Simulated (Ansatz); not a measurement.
# Fields on a plane of WP2 (space group Cmc2_1)

```yaml
crystal:
  lattice:
    - [1.56611, -5.54066, 0.00000]
    - [1.56611, 5.54066, 0.00000]
    - [0.00000, 0.00000, 4.93136]
  atoms:
    - { symbol: P, position: [0.07001, 0.92999, 0.38258] }
    - { symbol: P, position: [0.92999, 0.07001, 0.88258] }
    - { symbol: P, position: [0.79709, 0.20291, 0.20050] }
    - { symbol: P, position: [0.20291, 0.79709, 0.70050] }
    - { symbol: W, position: [0.40672, 0.59328, 0.49992] }
    - { symbol: W, position: [0.59328, 0.40672, 0.99992] }
```

The slice is a (011) plane (indices of the conventional cell) through the point (0.407, 0.593, 0.500) (fractional), spanned by u = [110] and v = [1 -1 1] in vectors of this cell: u (3.13 Å) and v (12.13 Å, at 90° to u). It covers one period; positions are fractions (u, v).

Atoms on it: W at (0.00, 0.00). Other atoms lie within 1 Å of the plane.

The numbers are results of LDA (plane waves to 420 eV, PAW, scalar-relativistic; Ansatz, a quantum-chemistry and plane-wave program), not measurements. k mesh 15×15×10. Near the nuclei the fields are pseudised (PAW); where an atom keeps semicore shells as valence, they peak there. Spin-orbit coupling is left out, though W is heavy. WP2 is run without spin polarisation. WP2 was relaxed with its symmetry unable to fall.

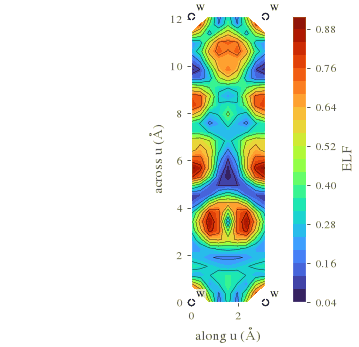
Figure: Electron localisation function (ELF), one period of the plane, atoms marked. Points within 0.4 Å of a nucleus are left white, as the pseudised field means little there.

```
|xxxxxx005500xxxx|
|xxxx0033553300xx|
|0000332200223300|
|77774400xx004477|
|99884400xx004488|
|9999662200226699|
|8888887766778888|
|4455666655666655|
|0011220000002211|
|0000000000000000|
|22110000xx000011|
|5544000000000044|
|5555440000004455|
|0000556666665500|
|xxxx1177997711xx|
|xxxx0077997700xx|
|xxxx1188998811xx|
|0000559999995500|
|5566889999998866|
|9999886655668899|
|99884400xx004488|
|887700xxxxxx0077|
|7755xxxxxxxxxx55|
|665500xxxxxx0055|
|66663300xx003366|
|8888775544557788|
|9999887766778899|
|8888776655667788|
|0000445555554400|
|xxxx0044664400xx|
|xxxxxx005500xxxx|
|xxxxxx005500xxxx|
```
Scale: ten equal steps from 5.00 (start of '0') to 13.20 (end of '9'), in the order '0123456789'. Values: electrostatic potential energy of an electron, from the cell's mean, in eV. The map has 8 points along u (two characters each, u = 0 at the left) and 32 along v (v = 0 in the bottom row). Points within 0.9 Å of a nucleus are blanked (x), as the pseudised field means little there. Values under 5 eV are set to 5. The zero, the cell's mean, hangs on the PAW cores.
